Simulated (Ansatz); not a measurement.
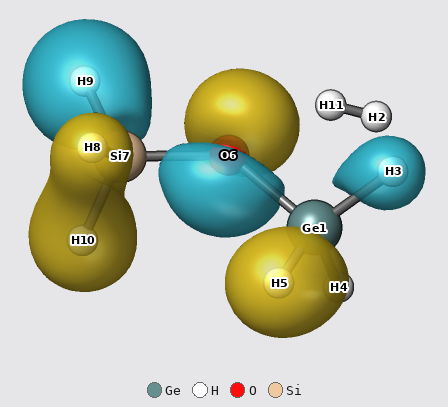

*GeH6OSi···H2. The HOMO−1 at ±0.1 Å⁻³ᐟ² (yellow and cyan are the two phases), seen at an oblique angle.*

Not at a stationary point (largest force 1.8 eV/Å).

Theory: RKS PBE0-D4/def2-SVP in Ansatz 0.2.0.

Input

```
crystal:
  periodic: [false, false, false]
  atoms:
    - { symbol: Ge, position_ang: [0.0, 0.0, 0.0] }
    - { symbol: H, position_ang: [0.0, 0.0, 1.9] }
    - { symbol: H, position_ang: [1.4616, 0.0, -0.5162] }
    - { symbol: H, position_ang: [-0.73, 1.2648, -0.5162] }
    - { symbol: H, position_ang: [-0.73, -1.2648, -0.5162] }
    - { symbol: O, position_ang: [-1.9644, 0.0, 0.6527] }
    - { symbol: Si, position_ang: [-3.2043, -0.9102, -0.023] }
    - { symbol: H, position_ang: [-2.7034, -2.2382, -0.3652] }
    - { symbol: H, position_ang: [-4.2964, -1.0354, 0.9379] }
    - { symbol: H, position_ang: [-3.6923, -0.249, -1.2298] }
    - { symbol: H, position_ang: [-0.9937, 0.0, 1.8011] }
basis:
  gaussian: { orbitals: def2-SVP }
hamiltonian:
  xc: pbe0
  dispersion: d4
relax:
  f_tol: 0.15
  max_steps: 25
  restrain:
    - { distance: [0, 5], at: 1.77, k: 30.0 }
    - { distance: [10, 1], at: 0.66, k: 30.0 }
    - { distance: [0, 1], at: 2.75, k: 30.0 }
    - { distance: [10, 5], at: 2.21, k: 30.0 }
output:
  orbitals: {}
```

Command:

```sh
ansatz run input.yaml --threads 2 --pin off --max-ram 3072MiB --backend cpu --events-out ev --progress --plain --runs-dir out
```

The fields are those of the run's last geometry, not of the input's.

### What is the character of this orbital?

Its weight (Hirshfeld) is mainly on O6 (about 40 %), Si7 (about 15 %), H9 (about 15 %), Ge1 (about 10 %), H5 (about 10 %) and H10 (about 5 %). Its energy is −8.67 eV.
